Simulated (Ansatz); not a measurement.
# triplet InF at 3 levels

Wanted: a comparison of 3 runs (UHF/STO-3G, USVWN5/def2-TZVPP, UMP2/def2-TZVPP) of triplet InF. 

Program for the calculation: Ansatz 0.2.0.

36 further runs of the same task are left out: 36 set aside as unsound or not needed.

**1. The structure to begin with**

The species is InF (2 atoms), meant as a triplet with charge 0. As SMILES of the parent species, `[F][In]`. Geometry: relaxed at PBE0-D4/def2-TZVP. That shape belongs to the parent species and isn't relaxed for this state.

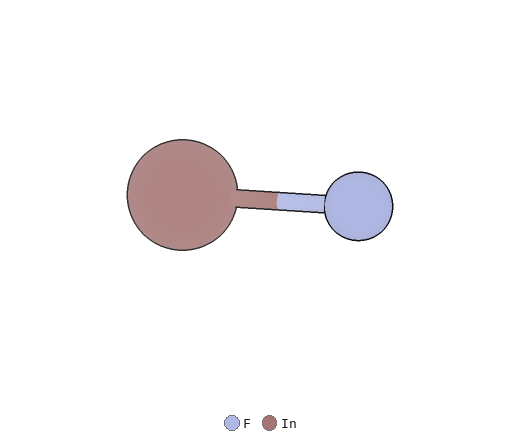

Viewed from a chosen angle; fluorine light blue, indium brown.

**2. A single-point energy at UHF/STO-3G (run 1)**

Input file molecule.yaml:

```yaml
crystal:
  periodic: [false, false, false]
  atoms:
    - {symbol: F, position_ang: [0.000000, 0.000000, 0.015910]}
    - {symbol: In, position_ang: [-0.000000, -0.000000, 2.009580]}
basis:
  gaussian: {orbitals: STO-3G}
magnetization: {spin_polarized: true, initial_magnetization: 2}
hamiltonian: {xc: hf}
accuracy: high
output: {orbitals: {seedname: orbitals}}
```

The run is started by

```
ansatz run molecule.yaml --threads 1 --pin off --max-ram 3480MiB --events-out events.jsonl --progress --plain --runs-dir runs
```

The log of the run:

```text
Warning: RAYON_NUM_THREADS=1 ignored (pool sized by the plan → 1); use --threads N
Functional definition: HF
  name "HF"
  exchange = exact_x
  correlation = 0
564 factors; integrals over basis functions are off by at most 4.7e-9 eV
mean field evaluation 1: about -157301.9758 eV, gradient 9.2e0 eV
mean field evaluation 2: about -157302.0450 eV, gradient 9.1e0 eV
mean field evaluation 4: about -157303.3984 eV, gradient 1.4e0 eV
mean field evaluation 8: about -157303.4573 eV, gradient 6.0e-2 eV
mean field evaluation 16: about -157303.4550 eV, gradient 2.5e-8 eV
mean field evaluation 32: about -157300.9993 eV, gradient 6.3e0 eV
mean field -157303.45502203 eV, -5780.7953479482 hartree, gradient 2.5e-8 eV, S^2 2.016494; 4 other end points of the search recorded, 0 dependent functions left out
reference -157303.45502203 eV, -5780.7953479482 hartree; 30, 28 occupied and 2, 4 virtual orbitals, 564 factors
Total energy: -157303.45502203 eV, -5780.7953479482 hartree
```

Run time: 1.3 s. Hardware: 1 thread of Arm Neoverse V1, shared host; peak memory 0.1 GiB.

**3. A single-point energy at USVWN5/def2-TZVPP (core potential) (run 2)**

Input file in.yaml:

```yaml
crystal:
  periodic: [false, false, false]
  atoms:
    - {symbol: F, position_ang: [0.000000, 0.000000, 0.015910]}
    - {symbol: In, position_ang: [-0.000000, -0.000000, 2.009580]}
basis:
  gaussian: {orbitals: def2-TZVPP}
magnetization: {spin_polarized: true, initial_magnetization: 2}
hamiltonian: {xc: {name: SVWN5}}
accuracy: high
output: {orbitals: {seedname: orbitals}}
```

The run is started by

```
ansatz run in.yaml --threads 1 --pin off --max-ram 3480MiB --events-out events.jsonl --progress --plain --runs-dir runs
```

The log of the run:

```text
Warning: RAYON_NUM_THREADS=1 ignored (pool sized by the plan → 1); use --threads N
Functional definition: SVWN5
  name "SVWN5"
  exchange = slater_x
  correlation = vwn5_c
1346 factors; integrals over basis functions are off by at most 3.4e-9 eV
mean field evaluation 1: about -7860.7494 eV, gradient 3.1e1 eV
mean field evaluation 2: about -7742.0709 eV, gradient 1.6e2 eV
mean field evaluation 4: about -7863.6429 eV, gradient 8.9e0 eV
mean field evaluation 8: about -7863.9615 eV, gradient 1.3e0 eV
mean field evaluation 16: about -7863.9708 eV, gradient 3.7e-4 eV
mean field evaluation 32: about -7863.9708 eV, gradient 4.7e-6 eV
mean field evaluation 64: about -7860.3257 eV, gradient 3.3e-5 eV
mean field evaluation 96: about -7859.5122 eV, gradient 8.9e0 eV
mean field -7863.97079242 eV, -288.9955962306 hartree, gradient 2.8e-8 eV, S^2 2.001497; 7 other end points of the search recorded, 0 dependent functions left out
reference -7863.97079558 eV, -288.9955963469 hartree; 16, 14 occupied and 65, 67 virtual orbitals, 1346 factors
Total energy: -7863.97079558 eV, -288.9955963469 hartree
```

Run time: 9 s. Hardware: 1 thread of Arm Neoverse V1, shared host; peak memory 0.19 GiB.

**4. A single-point energy at UMP2/def2-TZVPP (core potential) (run 3)**

Input file input.yaml:

```yaml
crystal:
  periodic: [false, false, false]
  atoms:
    - {symbol: F, position_ang: [0.000000, 0.000000, 0.015910]}
    - {symbol: In, position_ang: [-0.000000, -0.000000, 2.009580]}
basis:
  gaussian:
    orbitals: def2-TZVPP
magnetization:
  spin_polarized: true
  initial_magnetization: 2
correlation:
  method: mp2
  frozen_orbitals: {F: 1, In: 4}
accuracy: high
```

The run is started by

```
ansatz run input.yaml --threads 1 --pin off --max-ram 3480MiB --events-out events.jsonl --progress --plain --runs-dir runs
```

The log of the run, shortened:

```text
Warning: RAYON_NUM_THREADS=1 ignored (pool sized by the plan → 1); use --threads N
[... 2 set-up lines as earlier in the session ...]
[...]
1346 factors; integrals over basis functions are off by at most 3.4e-9 eV
[...]
mean field -7854.66073789 eV, -288.6534580373 hartree, gradient 2.2e-8 eV, S^2 2.006296; 8 other end points of the search recorded, 0 dependent functions left out
5 core orbitals not correlated: weight in the atoms' cores, before any rotation towards them, 1.000 or more for the frozen orbitals, at most 0.000 for the correlated occupied ones
reference -7854.66073789 eV, -288.6534580373 hartree; 11, 9 occupied and 65, 67 virtual orbitals, 1346 factors
second order -13.14022348 eV of doubles, -0.00000000 eV of singles
Total energy: -7867.80096137 eV, -289.1363523434 hartree
```

Run time: 8.1 s. Hardware: 1 thread of Arm Neoverse V1, shared host; peak memory 0.2 GiB.

**5. Overview of the runs**

| run | level | core potential | frozen core orbitals | energy (Eh) | HOMO energy (eV) | ⟨S²⟩ | wall time |
| --- | --- | --- | --- | --- | --- | --- | --- |
| 1 | UHF/STO-3G | none | – | -5780.795348 | -2.04 | 2.016 | 1.3 s |
| 2 | USVWN5/def2-TZVPP (core potential) | def2-TZVPP | – | -288.995596 | -3.29 | 2.001 | 9 s |
| 3 | UMP2/def2-TZVPP (core potential) | def2-TZVPP | 5 | -289.136352 | – | 2.006 | 8.1 s |

**6. Outcome**

```
                                          quantity          value
                               run 3: total energy  -289.13635 Eh
run 3: correlation energy (5 core orbitals frozen)     -482.9 mEh
          run 3: ⟨S²⟩ of the reference determinant          2.006
```

In words: Some runs of one species differ in core potentials or relativity; totals across that change don't compare. In run 1 the basis is minimal, so the values are rough. In run 1 relativity is left out where basis or elements ask for it. All runs together took 18 s, the longest 9 s.
